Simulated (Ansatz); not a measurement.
The starting structures come from a database of crystals and need not be the phases stable at ambient conditions.

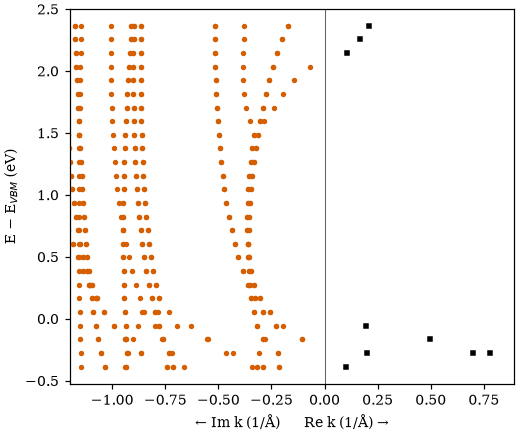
Complex bands at the centre of the two-dimensional zone; PBEsol (Ansatz, an electronic-structure program)

No gap correction and no spin-orbit coupling; mid-gap values are interpolated between computed energies.

Question: This is Na2H4Pt (I4/mmm, not sure to be the ambient phase, 7 atoms a cell, 12.8 Å³ an atom) along the normal of (111). Read off the slowest decay at the centre of the two-dimensional zone at 1.04 eV, the computed energy nearest the middle of the gap.

Answer: κ ≈ 0.35 1/Å, a decay length 1/(2κ) of the density of 1.4 Å.
